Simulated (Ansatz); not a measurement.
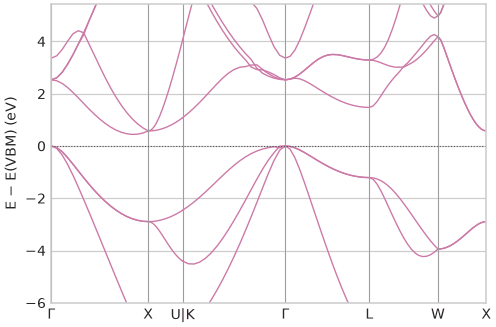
*Band structure from plane-wave PAW LDA (Ansatz code)*

Task: Read off the gap and where the band edges lie.

Result: About 0.4 eV (0.44 eV by a search for the band edges); maximum at Γ, minimum on the Γ–X line, 84 % of the way from Γ.

The material is Si (diamond, Fd-3m).

The cell was relaxed with LDA under the symmetry of its start.

Potentials: the later of the program's two PAW sets.
